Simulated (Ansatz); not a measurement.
## Electronic structure of CH4BrClSi in real space

Input

```
crystal:
  periodic: [false, false, false]
  atoms:
    - {symbol: C, position_ang: [-0.267997, 0.986400, 0.127643]}
    - {symbol: Si, position_ang: [0.310109, -0.733185, -0.226724]}
    - {symbol: Cl, position_ang: [1.639129, -1.329819, 1.214605]}
    - {symbol: Br, position_ang: [-1.419281, -2.119499, -0.233769]}
    - {symbol: H, position_ang: [-0.974997, 1.309721, -0.639722]}
    - {symbol: H, position_ang: [-0.762764, 1.029072, 1.099653]}
    - {symbol: H, position_ang: [0.583095, 1.671679, 0.136400]}
    - {symbol: H, position_ang: [0.984805, -0.871372, -1.533984]}
basis:
  gaussian: {orbitals: def2-TZVPP}
hamiltonian: {xc: pbe0, dispersion: d4}
output: {orbitals: {seedname: orbitals}}
```

Launched as:

```sh
ansatz run in.yaml --threads 4 --pin off --events-out ev --progress --plain --max-ram 10444MiB
```

Geometry: PBE0-D4/def2-TZVP.

Method: RKS PBE0-D4/def2-TZVPP (Ansatz 0.2.0).

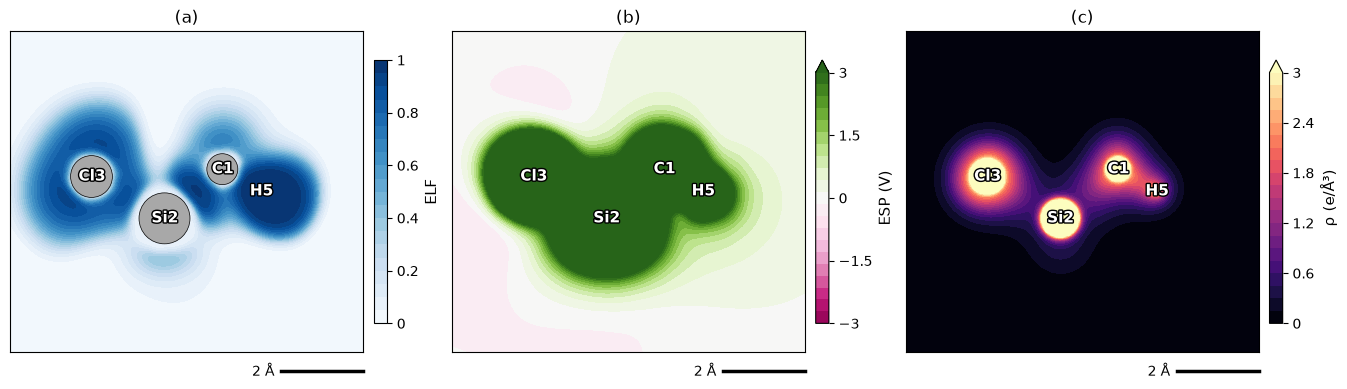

Figure 1. (a) ELF; (b) molecular electrostatic potential; (c) electron density on the plane of atoms C1, Si2 and Cl3. Grey discs cover the atomic cores in the ELF map.

What does the map show?

The section cuts through C, Si, Cl and H sites. C–Si (1.85 Å): the density is about 1 e/Å³ at the midpoint; the ELF peaks at about 0.95 between the atoms, as expected for a shared electron pair. Si–Cl (2.05 Å): ρ is about 0.92 e/Å³ halfway; the ELF peaks at about 0.85 between the atoms: a shared but strongly polarised pair. C–H (1.09 Å): the density is about 2 e/Å³ at the midpoint; the ELF climbs to about 1 towards the hydrogen, as it does in any bond to H; a covalent bond by its length. The ELF also peaks beside Cl3, away from the bonds: lone-pair regions. Outside the dense part of the molecule the potential is most negative (−0.4 V) near Cl3.

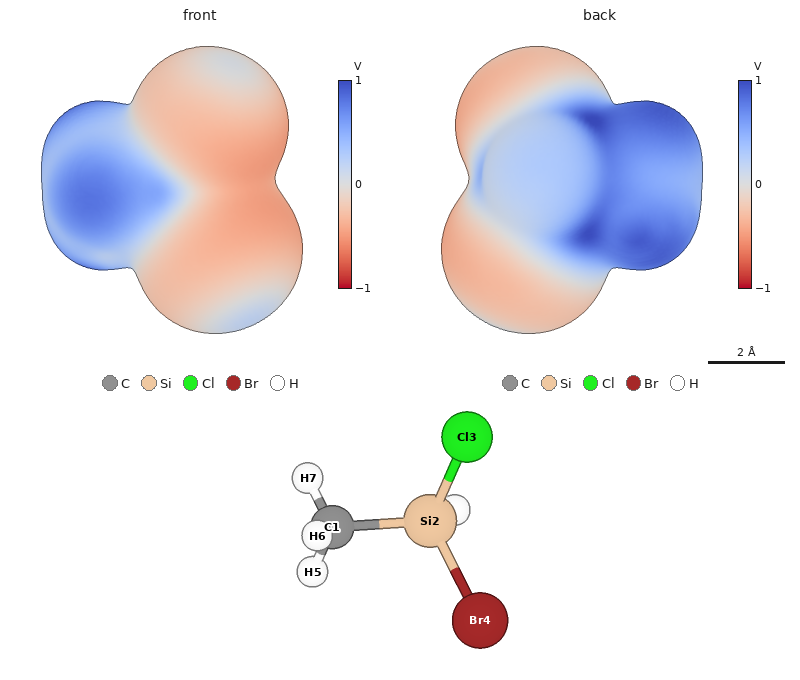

Figure 2. The electrostatic potential painted on the density surface at 0.001 e/bohr³, seen from the front and from behind; the colour scale runs from red (negative) to blue (positive). The bare structure is drawn below in the same view.

Describe the electrostatic potential map.

The most negative region (about −0.5 V) lies over Cl3 and Br4, the most positive (about +1.0 V) over Si2 and H5. Br4 shows a σ-hole: about +0.2 V at the tip opposite its bond, against about −0.3 V on its flanks.

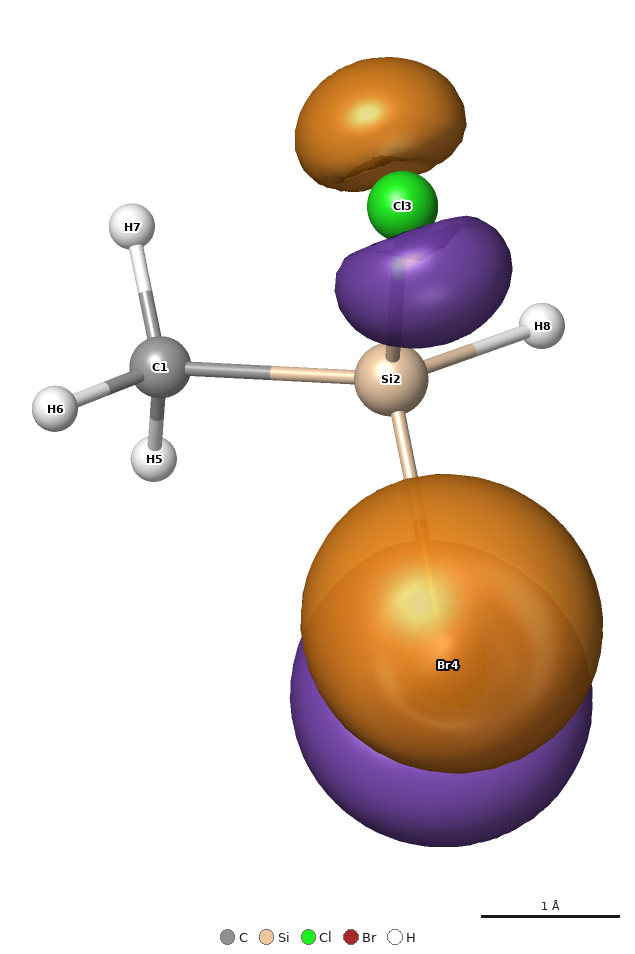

Figure 3. The HOMO−1 at ±0.15 Å⁻³ᐟ² (orange and purple are the two phases), seen at a tilt.

Describe this orbital and give its energy.

Its weight (Hirshfeld) is mainly on Br4 (about 80 %) and Cl3 (about 15 %); largely a lone pair of Br4. Its energy is −8.62 eV.

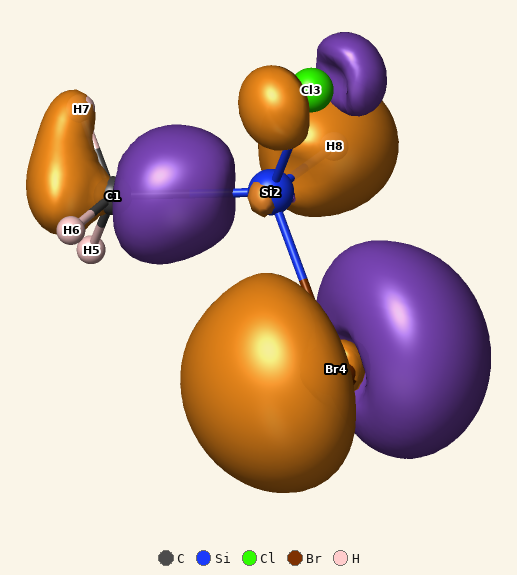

Figure 4. The HOMO at ±0.1 Å⁻³ᐟ² (orange and purple are the two phases), seen at a tilt.

Describe this orbital and give its energy.

Its weight (Hirshfeld) is mainly on Br4 (about 70 %), Si2 (about 10 %), C1 (about 10 %) and H8 (about 5 %); largely a lone pair of Br4. Its energy is −8.49 eV.
